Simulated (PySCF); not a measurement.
# GeH3, doublet, SMILES `[GeH3]`: electronic structure

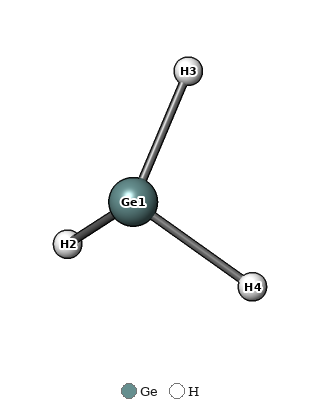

The molecule, with its atoms numbered as below. No frequency check shows the geometry to be a minimum.

Geometry (Å), atoms numbered from 1:

```
Ge1      0.0000    0.0000    0.0573
H2       1.3266    0.4081   -0.6118
H3      -0.3099   -1.3529   -0.6117
H4      -1.0167    0.9448   -0.6118
```

### 1. Bonding charge

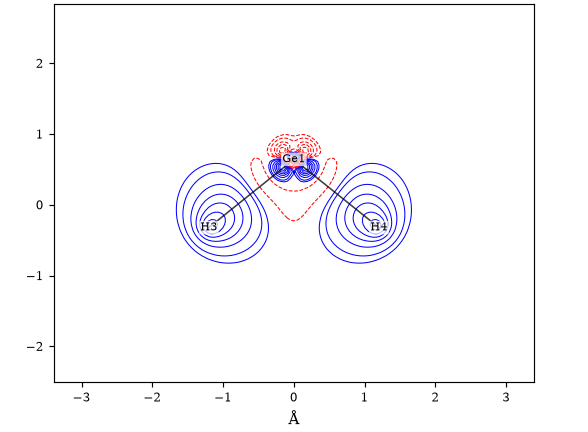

Deformation density (molecule less spherical, spin-averaged free atoms) in the plane of Ge1, H3 and H4; contours at ±0.05 to ±0.8 e/Å³; solid blue lines: gain, dashed red lines: loss.

Computed with PySCF, PBE0/cc-pVDZ, geometry: GFN2-xTB. The stability of the open-shell solution wasn't checked. GFN2-xTB doesn't know the spin state, so this open-shell geometry is rough.

Question: Describe the bonding that the map shows.

Answer: Ge1–H3 and Ge1–H4: +0.21 e/Å³ at the bond critical point (bond length 1.54 Å, Mayer order 1.0). In all, 0.8 electrons gather in the regions of gain relative to the promolecule.

Question: Where do the Hirshfeld charges lie?

Answer: The highest Hirshfeld charge is on Ge1 (+0.21 e), the lowest on H2, H3 and H4 (−0.07 e).

```csv
atom,charge (e)
Ge1,+0.21
H2,−0.07
H3,−0.07
H4,−0.07
```

### 2. Local ionisation energy

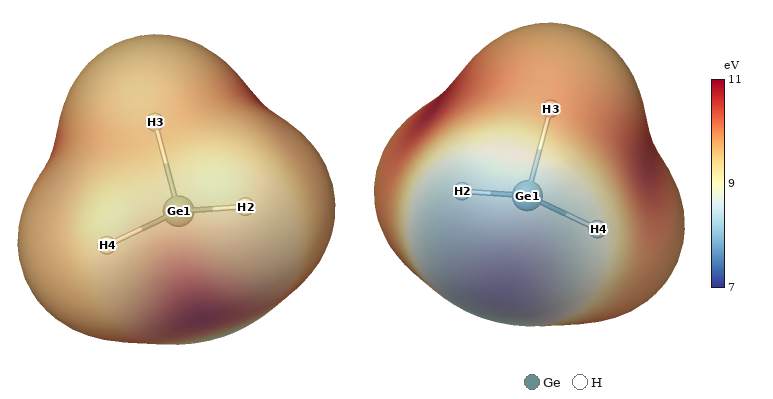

Average local ionisation energy on the surface of electron density 0.001 a.u. (back view left, front view right).

Question: Where are the most loosely bound electrons on this surface?

Answer: The lowest value is 7.4 eV, 2.4 Å from Ge1. Further minima include 9.4 eV, 1.6 Å from H3, and at like points elsewhere. For comparison, the highest occupied orbital lies at −6.9 eV.

Question: What volume does the surface enclose, and what is the dipole moment?

Answer: About 62 Å³; the dipole moment is 0.4 D.

### 3. Spin density

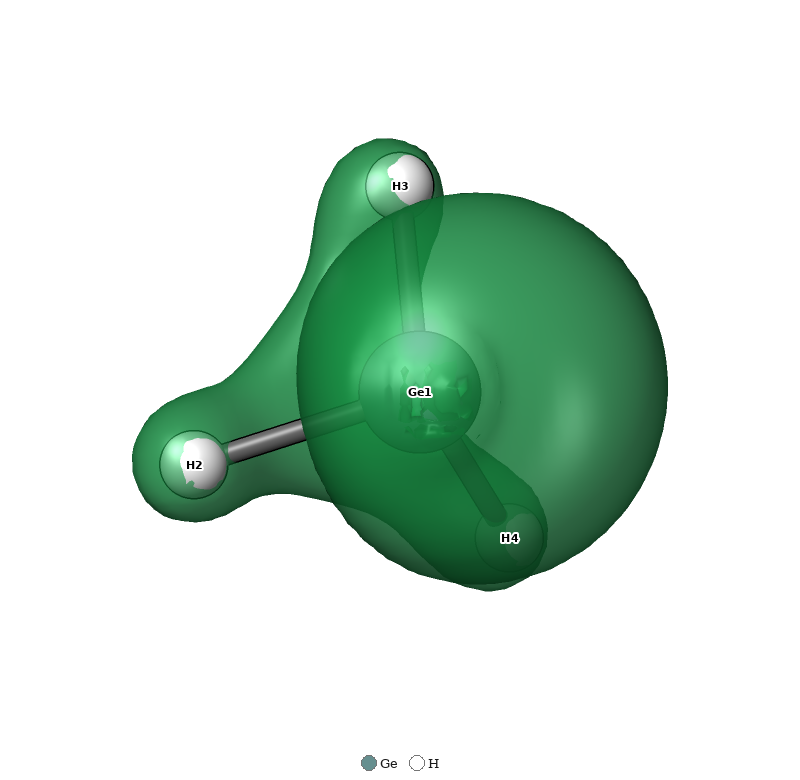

Spin density ρα − ρβ at ±0.03 e/Å³ (green: excess α, purple: excess β).

Question: How is the spin shared among the atoms?

Answer: Hirshfeld spin populations: Ge1 +0.83 and H2, H3 and H4 +0.06. ⟨S²⟩ = 0.75, as for a pure state.

### 4. In an electric field

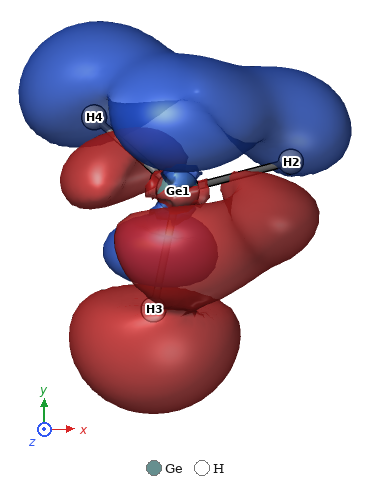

Change of the electron density in a uniform field of 0.51 V/Å, surfaces at ±0.003 e/Å³ (red: gain, blue: loss).

PySCF calculation, B3LYP/def2-SVPD, gas phase; geometry: GFN2-xTB. The stability of the open-shell solution wasn't checked. GFN2-xTB doesn't know the spin state, so this open-shell geometry is rough.

Question: Along which Cartesian direction does the field point?

Answer: Along +y: electrons gather on the −y side, against the field.

Question: How large is the response?

Answer: The induced dipole is 0.96 D (along the field); α along this axis, from the fields in both directions, is 38 bohr³ (5.6 Å³).

Question: Which atoms gain and lose the most charge?

Answer: Electrons gather most on H3 (Hirshfeld charge changes by −0.033 e) and leave H4 most (+0.023 e); 0.085 electrons are displaced in all.
